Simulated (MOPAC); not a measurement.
Frequency calculation of Si2F6 (part 2 of 2)

Continued. System: Si2F6. Method: PM7, closed shell, dispersion built in (MOPAC 23.2.5). The geometry was optimised with PM7.

Geometry of the input (Å):
```
F  0.3417  -1.7982  1.2491
Si 0.7309  -0.7934  0.1203
F  0.9120  -1.6356  -1.1811
F  2.1415  -0.2363  0.4886
Si -0.7474  0.7930  -0.1205
F  -0.9308  1.6331  1.1819
F  -0.3565  1.7998  -1.2470
F  -2.1573  0.2363  -0.4921
```

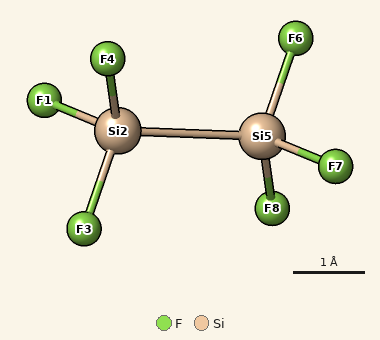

The structure as given in the input (ball-and-stick view, seen at a tilt; atoms are numbered from 1 in the order of the input).

**Log, continued**
```
 VIBRATION          1    1A1u        ATOM PAIR     ENERGY CONTRIBUTION    RADIAL
 FREQUENCY            21.06         Si5 -- F 6         +16.7% (319.1%)      0.0%
 TRANSITION DIPOLE   0.0000         Si5 -- F 7         +16.7% (319.1%)      0.0%
 TRAVEL (Ang.)       0.0000         Si2 -- F 4         +16.7% (319.1%)      0.0%
 REDUCED MASS        3.1664         Si5 -- F 8         +16.7% (319.1%)      0.0%
 EFFECTIVE MASS     18.9983         F 1 -- Si2         +16.7% (319.1%)      0.0%
 FORCE CONSTANT      0.0008         Si2 -- F 3         +16.7% (319.1%)      0.0%

 VIBRATION          3    1Eu         ATOM PAIR     ENERGY CONTRIBUTION    RADIAL
 FREQUENCY           102.32         Si2 -- Si5         +23.9% (157.9%)      0.0%
 TRANSITION DIPOLE   0.6305         Si5 -- F 8         +12.8% (115.8%)      0.3%
 TRAVEL (Ang.)       0.3959         Si2 -- F 4         +12.8% (115.8%)      0.3%
 REDUCED MASS        4.2053         Si2 -- F 3         +12.7% (115.0%)      0.3%
 EFFECTIVE MASS     21.6954         Si5 -- F 6         +12.6% (114.9%)      0.3%
 FORCE CONSTANT      0.0259         Si5 -- F 7         +12.6% (114.6%)      0.2%
                            F 1 -- Si2         +12.6% (114.6%)      0.2%

 VIBRATION          5    1Eg         ATOM PAIR     ENERGY CONTRIBUTION    RADIAL
 FREQUENCY           182.49         Si2 -- Si5         +28.4% (109.1%)      0.0%
 TRANSITION DIPOLE   0.0000         Si5 -- F 8         +13.4% ( 74.9%)      0.4%
 TRAVEL (Ang.)       0.3537         Si2 -- F 4         +13.4% ( 74.9%)      0.4%
 REDUCED MASS        2.9540         Si5 -- F 7         +12.3% ( 71.7%)      0.4%
 EFFECTIVE MASS     20.7684         F 1 -- Si2         +12.3% ( 71.7%)      0.4%
 FORCE CONSTANT      0.0580         Si5 -- F 6         +10.1% ( 65.0%)      0.4%
                            Si2 -- F 3         +10.1% ( 65.0%)      0.4%

 VIBRATION          6    1A1g        ATOM PAIR     ENERGY CONTRIBUTION    RADIAL
 FREQUENCY           202.86         Si2 -- Si5         +29.8% ( 63.1%)    100.0%
 TRANSITION DIPOLE   0.0000         Si5 -- F 8         +11.7% ( 39.6%)      0.0%
 TRAVEL (Ang.)       0.3361         Si2 -- F 4         +11.7% ( 39.6%)      0.0%
 REDUCED MASS        2.9425         Si5 -- F 7         +11.7% ( 39.6%)      0.0%
 EFFECTIVE MASS     19.6762         F 1 -- Si2         +11.7% ( 39.6%)      0.0%
 FORCE CONSTANT      0.0713         Si5 -- F 6         +11.7% ( 39.6%)      0.0%
                            Si2 -- F 3         +11.7% ( 39.6%)      0.0%

 VIBRATION          8    2Eu         ATOM PAIR     ENERGY CONTRIBUTION    RADIAL
 FREQUENCY           247.53         Si2 -- Si5         +26.4% (100.9%)      0.0%
 TRANSITION DIPOLE   1.6618         Si5 -- F 8         +15.7% ( 77.7%)      0.1%
 TRAVEL (Ang.)       0.3042         Si2 -- F 4         +15.7% ( 77.7%)      0.1%
 REDUCED MASS        2.9447         Si5 -- F 7         +14.7% ( 75.3%)      0.1%
 EFFECTIVE MASS     21.0695         F 1 -- Si2         +14.7% ( 75.3%)      0.1%
 FORCE CONSTANT      0.1063

 VIBRATION         10    2Eg         ATOM PAIR     ENERGY CONTRIBUTION    RADIAL
 FREQUENCY           277.68         Si2 -- Si5         +29.8% (134.2%)      0.0%
 TRANSITION DIPOLE   0.0000         Si5 -- F 6         +16.7% (100.5%)      0.0%
 TRAVEL (Ang.)       0.2910         Si2 -- F 3         +16.7% (100.5%)      0.0%
 REDUCED MASS        2.8682         Si5 -- F 7          +9.4% ( 75.5%)      1.2%
 EFFECTIVE MASS     23.1104
 FORCE CONSTANT      0.1303

 VIBRATION         11    1A2u        ATOM PAIR     ENERGY CONTRIBUTION    RADIAL
 FREQUENCY           340.65         Si2 -- Si5         +19.0% ( 89.8%)      0.0%
 TRANSITION DIPOLE   3.6824         Si2 -- F 3         +13.5% ( 75.7%)      0.0%
 TRAVEL (Ang.)       0.2376         Si5 -- F 8         +13.5% ( 75.7%)      0.0%
 REDUCED MASS        3.5072         Si5 -- F 7         +13.5% ( 75.7%)      0.0%
 EFFECTIVE MASS     23.1189         F 1 -- Si2         +13.5% ( 75.7%)      0.0%
 FORCE CONSTANT      0.2398         Si2 -- F 4         +13.5% ( 75.7%)      0.0%
                            Si5 -- F 6         +13.5% ( 75.7%)      0.0%

 VIBRATION         12    2A1g        ATOM PAIR     ENERGY CONTRIBUTION    RADIAL
 FREQUENCY           473.98         Si2 -- Si5         +31.7% (103.7%)    100.0%
 TRANSITION DIPOLE   0.0000         F 1 -- Si2         +11.4% ( 62.2%)      0.5%
 TRAVEL (Ang.)       0.1634         Si5 -- F 7         +11.4% ( 62.2%)      0.5%
 REDUCED MASS        5.3304         Si2 -- F 4         +11.4% ( 62.2%)      0.5%
 EFFECTIVE MASS     24.7359         Si5 -- F 8         +11.4% ( 62.2%)      0.5%
 FORCE CONSTANT      0.7055         Si2 -- F 3         +11.4% ( 62.2%)      0.5%
                            Si5 -- F 6         +11.4% ( 62.2%)      0.5%

 VIBRATION         13    2A2u        ATOM PAIR     ENERGY CONTRIBUTION    RADIAL
 FREQUENCY           833.82         Si5 -- F 6         +15.6% ( 45.3%)     67.0%
 TRANSITION DIPOLE   3.5946         Si2 -- F 4         +15.6% ( 45.3%)     67.0%
 TRAVEL (Ang.)       0.1741         F 1 -- Si2         +15.6% ( 45.3%)     67.0%
 REDUCED MASS        2.6687         Si5 -- F 7         +15.6% ( 45.3%)     67.0%
 EFFECTIVE MASS     21.1569         Si5 -- F 8         +15.6% ( 45.3%)     67.0%
 FORCE CONSTANT      1.0932         Si2 -- F 3         +15.6% ( 45.3%)     67.0%

 VIBRATION         14    3A1g        ATOM PAIR     ENERGY CONTRIBUTION    RADIAL
 FREQUENCY           863.86         Si2 -- F 3         +14.3% ( 45.8%)     58.0%
 TRANSITION DIPOLE   0.0000         Si5 -- F 6         +14.3% ( 45.8%)     58.0%
 TRAVEL (Ang.)       0.1556         F 1 -- Si2         +14.3% ( 45.8%)     58.0%
 REDUCED MASS        3.2241         Si2 -- F 4         +14.3% ( 45.8%)     58.0%
 EFFECTIVE MASS     22.2746         Si5 -- F 7         +14.3% ( 45.8%)     58.0%
 FORCE CONSTANT      1.4176         Si5 -- F 8         +14.3% ( 45.8%)     58.0%
                            Si2 -- Si5         +14.3% ( 45.7%)    100.0%

 VIBRATION         16    3Eg         ATOM PAIR     ENERGY CONTRIBUTION    RADIAL
 FREQUENCY           948.06         Si5 -- F 6         +21.6% ( 61.1%)     95.1%
 TRANSITION DIPOLE   0.0000         Si2 -- F 3         +21.6% ( 61.1%)     95.1%
 TRAVEL (Ang.)       0.1262         Si2 -- Si5         +13.8% ( 48.9%)      0.0%
 REDUCED MASS        4.4692         Si2 -- F 4         +12.6% ( 46.6%)     63.9%
 EFFECTIVE MASS     23.0975         Si5 -- F 8         +12.6% ( 46.6%)     64.1%
 FORCE CONSTANT      2.3667

 VIBRATION         18    3Eu         ATOM PAIR     ENERGY CONTRIBUTION    RADIAL
 FREQUENCY           957.12         Si5 -- F 7         +22.0% ( 60.7%)     95.7%
 TRANSITION DIPOLE   4.5948         F 1 -- Si2         +22.0% ( 60.7%)     95.8%
 TRAVEL (Ang.)       0.1263         Si2 -- Si5         +13.3% ( 47.3%)      0.0%
 REDUCED MASS        4.4175         Si2 -- F 3         +11.9% ( 44.7%)     59.6%
 EFFECTIVE MASS     23.0325         Si5 -- F 6         +11.9% ( 44.6%)     59.8%
 FORCE CONSTANT      2.3843

      SYMMETRY NUMBER FOR POINT-GROUP D3d =  6

          SYSTEM IS A GROUND STATE

 PM7 frequencies

          MOLECULE IS NOT LINEAR

          THERE ARE 18 GENUINE VIBRATIONS IN THIS SYSTEM
          THIS THERMODYNAMICS CALCULATION IS LIMITED TO
          MOLECULES WHICH HAVE NO INTERNAL ROTATIONS

                    CALCULATED THERMODYNAMIC PROPERTIES
                                          *
   TEMP. (K)   PARTITION FUNCTION   H.O.F.    ENTHALPY  HEAT CAPACITY ENTROPY
                                   KCAL/MOL   CAL/MOLE    CAL/K/MOL  CAL/K/MOL

 298.00  VIB.     0.1780D+04                  4321.3491    24.1789    29.3744
         ROT.     0.9972D+05                   888.2803     2.9808    25.8538
         INT.     0.1775D+09                  5209.6294    27.1597    55.2283
         TRA.     0.2146D+28                  1480.4672     4.9680    41.3003
         TOT.                     -567.751    6690.0966    32.1277    96.5286

 200.00  VIB.     0.1412D+03                  2162.4627    19.6307    20.6498
         ROT.     0.5483D+05                   596.1613     2.9808    24.6652
         INT.     0.7744D+07                  2758.6239    22.6116    45.3150
         TRA.     0.1180D+28                   993.6021     4.9680    39.3192
         TOT.                     -570.688    3752.2261    27.5796    84.6342

 210.00  VIB.     0.1852D+03                  2361.4799    20.1691    21.6207
         ROT.     0.5899D+05                   625.9693     2.9808    24.8106
         INT.     0.1092D+08                  2987.4492    23.1499    46.4313
         TRA.     0.1269D+28                  1043.2822     4.9680    39.5616
         TOT.                     -570.410    4030.7314    28.1179    85.9929

 220.00  VIB.     0.2421D+03                  2565.7758    20.6869    22.5710
         ROT.     0.6326D+05                   655.7774     2.9808    24.9493
         INT.     0.1531D+08                  3221.5532    23.6677    47.5203
         TRA.     0.1361D+28                  1092.9623     4.9680    39.7927
         TOT.                     -570.126    4314.5155    28.6357    87.3130

 230.00  VIB.     0.3157D+03                  2775.1574    21.1865    23.5017
         ROT.     0.6762D+05                   685.5855     2.9808    25.0818
         INT.     0.2135D+08                  3460.7428    24.1673    48.5834
         TRA.     0.1455D+28                  1142.6424     4.9680    40.0135
         TOT.                     -569.837    4603.3853    29.1353    88.5970

 240.00  VIB.     0.4105D+03                  2989.4500    21.6693    24.4136
         ROT.     0.7208D+05                   715.3935     2.9808    25.2086
         INT.     0.2958D+08                  3704.8436    24.6502    49.6223
         TRA.     0.1551D+28                  1192.3226     4.9680    40.2250
         TOT.                     -569.543    4897.1661    29.6182    89.8472

 250.00  VIB.     0.5322D+03                  3208.4922    22.1365    25.3077
         ROT.     0.7663D+05                   745.2016     2.9808    25.3303
         INT.     0.4078D+08                  3953.6938    25.1174    50.6381
         TRA.     0.1649D+28                  1242.0027     4.9680    40.4278
         TOT.                     -569.245    5195.6965    30.0854    91.0658

 260.00  VIB.     0.6881D+03                  3432.1312    22.5888    26.1848
         ROT.     0.8127D+05                   775.0097     2.9808    25.4472
         INT.     0.5592D+08                  4207.1409    25.5696    51.6320
         TRA.     0.1749D+28                  1291.6828     4.9680    40.6226
         TOT.                     -568.942    5498.8237    30.5376    92.2546

 270.00  VIB.     0.8872D+03                  3660.2207    23.0267    27.0456
         ROT.     0.8600D+05                   804.8177     2.9808    25.5597
         INT.     0.7630D+08                  4465.0384    26.0075    52.6053
         TRA.     0.1851D+28                  1341.3629     4.9680    40.8101
         TOT.                     -568.634    5806.4013    30.9755    93.4154

 280.00  VIB.     0.1141D+04                  3892.6185    23.4505    27.8907
         ROT.     0.9083D+05                   834.6258     2.9808    25.6681
         INT.     0.1036D+09                  4727.2443    26.4313    53.5588
         TRA.     0.1954D+28                  1391.0430     4.9680    40.9908
         TOT.                     -568.322    6118.2873    31.3994    94.5496

 290.00  VIB.     0.1462D+04                  4129.1855    23.8606    28.7208
         ROT.     0.9573D+05                   864.4339     2.9808    25.7727
         INT.     0.1400D+09                  4993.6194    26.8414    54.4935
         TRA.     0.2060D+28                  1440.7231     4.9680    41.1651
         TOT.                     -568.006    6434.3425    31.8094    95.6586

 300.00  VIB.     0.1870D+04                  4369.7852    24.2571    29.5364
         ROT.     0.1007D+06                   894.2419     2.9808    25.8738
         INT.     0.1883D+09                  5264.0271    27.2379    55.4102
         TRA.     0.2168D+28                  1490.4032     4.9680    41.3335
         TOT.                     -567.686    6754.4303    32.2059    96.7438

 310.00  VIB.     0.2384D+04                  4614.2828    24.6402    30.3381
         ROT.     0.1058D+06                   924.0500     2.9808    25.9715
         INT.     0.2522D+09                  5538.3328    27.6210    56.3096
         TRA.     0.2277D+28                  1540.0833     4.9680    41.4964
         TOT.                     -567.362    7078.4161    32.5890    97.8061

 320.00  VIB.     0.3031D+04                  4862.5459    25.0102    31.1263
         ROT.     0.1110D+06                   953.8580     2.9808    26.0662
         INT.     0.3364D+09                  5816.4039    27.9910    57.1924
         TRA.     0.2388D+28                  1589.7634     4.9680    41.6542
         TOT.                     -567.034    7406.1673    32.9590    98.8466

 330.00  VIB.     0.3844D+04                  5114.4438    25.3672    31.9014
         ROT.     0.1162D+06                   983.6661     2.9808    26.1579
         INT.     0.4467D+09                  6098.1099    28.3480    58.0593
         TRA.     0.2501D+28                  1639.4435     4.9680    41.8070
         TOT.                     -566.703    7737.5534    33.3161    99.8663

 340.00  VIB.     0.4863D+04                  5369.8483    25.7116    32.6638
         ROT.     0.1215D+06                  1013.4742     2.9808    26.2469
         INT.     0.5910D+09                  6383.3224    28.6924    58.9107
         TRA.     0.2615D+28                  1689.1236     4.9680    41.9554
         TOT.                     -566.368    8072.4461    33.6604   100.8660

 350.00  VIB.     0.6136D+04                  5628.6334    26.0434    33.4139
         ROT.     0.1269D+06                  1043.2822     2.9808    26.3333
         INT.     0.7788D+09                  6671.9156    29.0242    59.7472
         TRA.     0.2731D+28                  1738.8037     4.9680    42.0994
         TOT.                     -566.030    8410.7194    33.9922   101.8466

 360.00  VIB.     0.7722D+04                  5890.6759    26.3631    34.1521
         ROT.     0.1324D+06                  1073.0903     2.9808    26.4172
         INT.     0.1022D+10                  6963.7662    29.3439    60.5694
         TRA.     0.2849D+28                  1788.4838     4.9680    42.2393
         TOT.                     -565.688    8752.2500    34.3119   102.8087

 370.00  VIB.     0.9695D+04                  6155.8554    26.6709    34.8787
         ROT.     0.1380D+06                  1102.8984     2.9808    26.4989
         INT.     0.1338D+10                  7258.7537    29.6517    61.3776
         TRA.     0.2969D+28                  1838.1639     4.9680    42.3754
         TOT.                     -565.344    9096.9177    34.6197   103.7530

 380.00  VIB.     0.1214D+05                  6424.0545    26.9671    35.5939
         ROT.     0.1436D+06                  1132.7064     2.9808    26.5784
         INT.     0.1744D+10                  7556.7609    29.9479    62.1723
         TRA.     0.3090D+28                  1887.8440     4.9680    42.5079
         TOT.                     -564.996    9444.6049    34.9159   104.6802

 390.00  VIB.     0.1517D+05                  6695.1590    27.2520    36.2981
         ROT.     0.1493D+06                  1162.5145     2.9808    26.6558
         INT.     0.2265D+10                  7857.6735    30.2328    62.9539
         TRA.     0.3213D+28                  1937.5242     4.9680    42.6370
         TOT.                     -564.645    9795.1976    35.2008   105.5909

 400.00  VIB.     0.1891D+05                  6969.0582    27.5261    36.9915
         ROT.     0.1551D+06                  1192.3226     2.9808    26.7313
         INT.     0.2933D+10                  8161.3808    30.5069    63.7228
         TRA.     0.3337D+28                  1987.2043     4.9680    42.7628
         TOT.                     -564.292   10148.5850    35.4749   106.4856

   *: NOTE: HEATS OF FORMATION ARE RELATIVE TO THE
            ELEMENTS IN THEIR STANDARD STATE AT 298K
              (=  Standard Enthalpy of Formation).

            Hvib:  Zero-point energy is not included.
                   frequencies of less than zero cm-1 are not included.
            Hrot = (3/2)RT
            Htra = (3/2)RT + pV = (5/2)RT

            Heat capacity is Cp, not Cv

           FORCE CONSTANT IN CARTESIAN COORDINATES (Millidynes/A)

    ATOM   CHEMICAL       X               Y               Z
   NUMBER   SYMBOL  FORCE CONSTANT  FORCE CONSTANT  FORCE CONSTANT

      1       F        5.726487        0.305228        0.307778
      2      Si        7.068401        6.830652        6.122097
      3       F        0.746871        5.284849        0.307772
      4       F        0.741470        1.097468        4.500555
      5      Si        7.068401        6.830652        6.122097
      6       F        0.746871        5.284849        0.307772
      7       F        5.726487        0.305228        0.307778
      8       F        0.741470        1.097468        4.500555

 *                    *
 * JOB ENDED NORMALLY *
 *                    *

 TOTAL JOB TIME:             0.06 SECONDS

 == MOPAC DONE ==
```

**Summary**

```json
{"quantity": "outcome", "value": "converged"}
{"quantity": "heat of formation", "value": "−567.75 kcal/mol"}
{"quantity": "basis functions", "value": "42"}
{"quantity": "zero-point energy", "value": "0.018605 hartree"}
{"quantity": "wavenumbers, lowest and highest", "value": "21 and 957 cm⁻¹"}
{"quantity": "peak memory", "value": "0.092 GiB"}
```

MOPAC's energies along a path are heats of formation.
